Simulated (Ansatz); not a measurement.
Input

```
basis:
  gaussian:
    orbitals: def2-SVPD
crystal:
  periodic: [false, false, false]
  atoms:
    - {symbol: C, position_ang: [-0.680831, -0.677579, 0.797101]}
    - {symbol: C, position_ang: [0.298972, 2.020562, 0.506372]}
    - {symbol: C, position_ang: [1.760689, 1.700959, 0.282795]}
    - {symbol: F, position_ang: [2.139596, 0.589500, 1.031233]}
    - {symbol: O, position_ang: [-2.215133, 1.326266, -0.079426]}
    - {symbol: O, position_ang: [-0.294291, 0.466854, -1.581616]}
    - {symbol: S, position_ang: [-0.843808, 0.793986, -0.242997]}
    - {symbol: H, position_ang: [-1.070100, -0.449200, 1.805902]}
    - {symbol: H, position_ang: [0.382608, -0.973209, 0.823549]}
    - {symbol: H, position_ang: [-1.305683, -1.443379, 0.300748]}
    - {symbol: H, position_ang: [0.033691, 2.125894, 1.577309]}
    - {symbol: H, position_ang: [0.009636, 2.951837, -0.022077]}
    - {symbol: H, position_ang: [2.391262, 2.563200, 0.592979]}
    - {symbol: H, position_ang: [1.934362, 1.485758, -0.793802]}
total_charge: 0
hamiltonian:
  xc: pbe0
output:
  forces: true
  orbitals: {seedname: orbitals}
```

Run with:

```sh
ansatz run input.yaml --threads 4 --pin off --max-ram 7830MiB --events-out events.jsonl --progress --plain --runs-dir runs
```

Geometry: PBE-D3(BJ)/def2-SVP.

Method: Ansatz, isolated molecule in a Gaussian basis; Kohn-Sham density functional theory, functional PBE0.

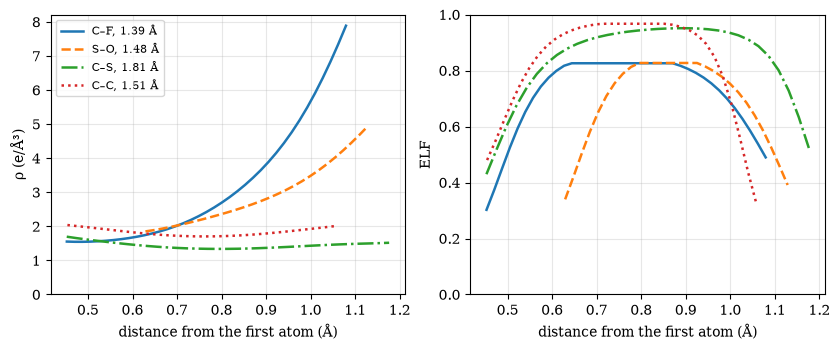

C3H7FO2S (SMILES CS(=O)(=O)CCF). Electron density and ELF along straight lines between neighbouring atoms. The curves leave out the atomic cores.

Question: What can be read from the curves?

Answer: C–F (1.39 Å): the density is about 2 e/Å³ at the midpoint, with its minimum of 1.5 e/Å³ about 0.5 Å from C; the ELF peaks at about 0.85 between the atoms: a polar covalent bond.
S–O (1.48 Å): the density is about 2.1 e/Å³ at the midpoint; the ELF peaks at about 0.85 between the atoms; a polar covalent bond.
C–S (1.81 Å): the density is about 1.4 e/Å³ at the midpoint; the ELF peaks at about 0.95 between the atoms; a shared electron pair.
C–C (1.51 Å): the density is about 1.7 e/Å³ at the midpoint; the ELF peaks at about 0.95 between the atoms (localised, covalent bonding).
